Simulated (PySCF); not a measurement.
# C3H12N2Si: what the fields show

```yaml
atoms:
  - { symbol: C, position_ang: [2.7500, -0.1479, -0.3938] }
  - { symbol: C, position_ang: [1.3009, 0.2591, -0.6195] }
  - { symbol: C, position_ang: [0.3089, -0.4829, 0.2758] }
  - { symbol: Si, position_ang: [-1.5083, -0.1051, -0.0509] }
  - { symbol: N, position_ang: [-1.7144, 1.5833, 0.2658] }
  - { symbol: N, position_ang: [-2.6738, -0.9356, 0.9177] }
  - { symbol: H, position_ang: [2.8948, -1.2219, -0.5948] }
  - { symbol: H, position_ang: [3.4395, 0.4107, -1.0462] }
  - { symbol: H, position_ang: [3.0547, 0.0340, 0.6495] }
  - { symbol: H, position_ang: [1.2059, 1.3482, -0.4588] }
  - { symbol: H, position_ang: [1.0365, 0.0934, -1.6795] }
  - { symbol: H, position_ang: [0.4379, -1.5736, 0.1460] }
  - { symbol: H, position_ang: [0.5296, -0.2790, 1.3396] }
  - { symbol: H, position_ang: [-1.8116, -0.5761, -1.4480] }
  - { symbol: H, position_ang: [-0.9698, 2.2357, 0.0500] }
  - { symbol: H, position_ang: [-2.6231, 2.0101, 0.1249] }
  - { symbol: H, position_ang: [-2.6813, -0.8310, 1.9258] }
  - { symbol: H, position_ang: [-3.0153, -1.8456, 0.6336] }
```

Geometry: PBE0-D3(BJ)/def2-SVP.

Method: PBE0/def2-SVPD, SCF density, gas phase (PySCF).

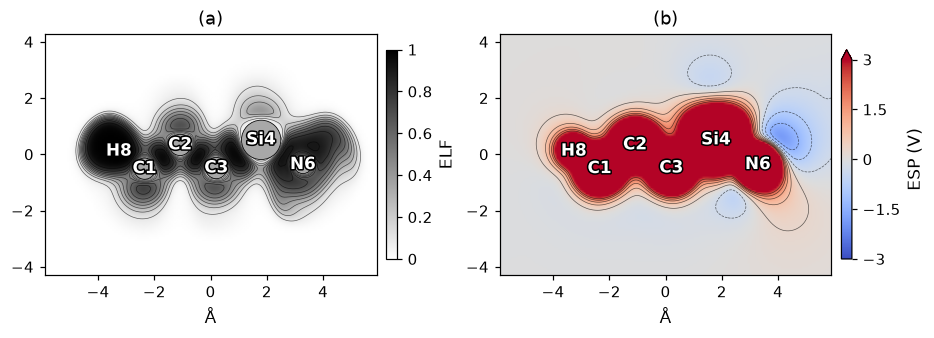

Figure 1. (a) electron localisation function; (b) electrostatic potential on the plane of atoms C3, Si4 and N6. Grey discs cover the atomic cores in the ELF map.

Question: Describe what can be read from this map.

Answer:
- Atoms in the plane: C, Si, N and H.
- C–C (1.52 Å): the ELF peaks at about 0.95 between the atoms; a covalent bond.
- Si–N (1.73 Å): the ELF peaks at about 0.90 between the atoms, as expected for a polar covalent bond.
- C–Si (1.88 Å): the ELF peaks at about 0.95 between the atoms (a covalent bond).
- C–H (1.10 Å): the ELF climbs to about 1 towards the hydrogen, as it does in any bond to H: an ordinary covalent bond to hydrogen.
- The ELF also peaks beside N6, away from the bonds: lone-pair regions.
- Outside the dense part of the molecule the potential is most negative (−1.8 V) near N6.

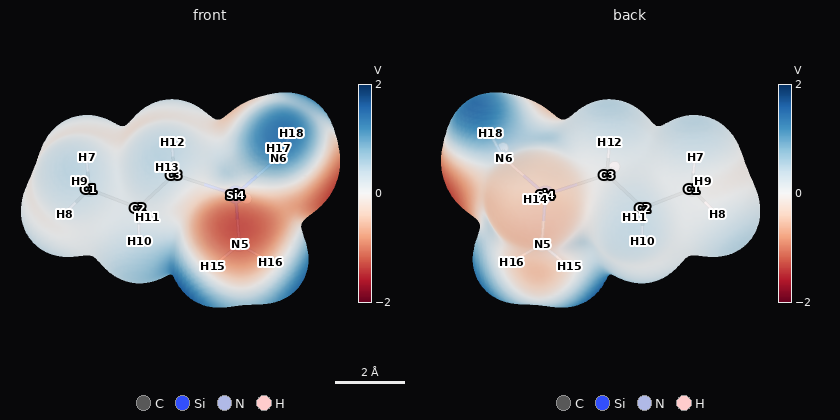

Figure 2. The molecular electrostatic potential painted on the density surface at 0.002 e/bohr³, seen from the front and from behind; the colour scale runs from red (negative) to blue (positive).

Question: Which sites attract a positive test charge, and which a negative one?

Answer: A positive charge is drawn to the negative regions and a negative charge to the positive ones. The most negative region (about −1.3 V) lies over N5 and N6, the most positive (about +1.5 V) over H15, H17 and H18.

Question: What dipole moment does the calculation give?

Answer: Its dipole moment is 0.39 D.
